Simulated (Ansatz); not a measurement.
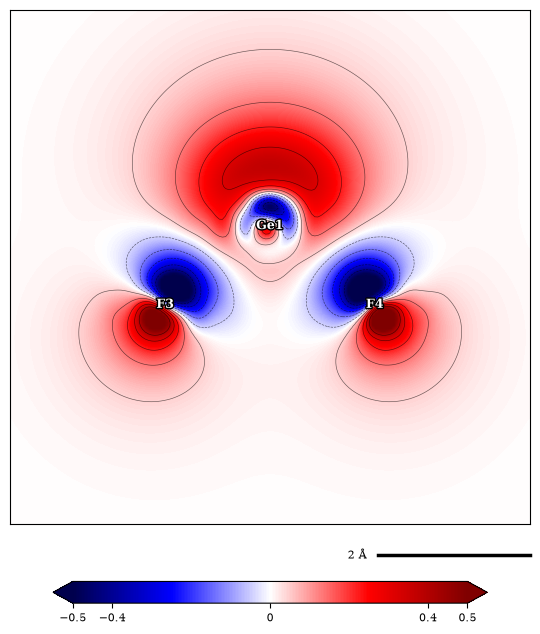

Figure. F3Ge (doublet). The HOMO (α) on the plane of atoms F3, Ge1 and F4 (values in Å⁻³ᐟ²; the overall sign is arbitrary).

Geometry: r2SCAN-D4/def2-TZVPD.

The calculation used Ansatz, UKS PBE0-D4/def2-TZVPD.

Input file:

```
crystal:
  periodic: [false, false, false]
  atoms:
    - {symbol: Ge, position_ang: [-0.003863, 0.003653, 0.498185]}
    - {symbol: F, position_ang: [1.590984, -0.031531, -0.153550]}
    - {symbol: F, position_ang: [-0.767224, 1.390701, -0.182212]}
    - {symbol: F, position_ang: [-0.819888, -1.362824, -0.162422]}
basis:
  gaussian: {orbitals: def2-TZVPD, initial_orbitals: start.molden}
magnetization: {spin_polarized: true, initial_magnetization: 1}
hamiltonian: {xc: pbe0, dispersion: d4}
scf: {omitted_lower_state_checks: [starts]}
output: {orbitals: {seedname: orbitals}}
```

Launched as:

```sh
ansatz run in.yaml --threads 4 --pin off --events-out ev --progress --plain --max-ram 3916MiB
```

> Where does this orbital lie, and at what energy?

Its weight (Hirshfeld) is mainly on Ge1 (about 65 %), F2 (about 10 %), F3 (about 10 %) and F4 (about 10 %). Its energy is −8.82 eV.
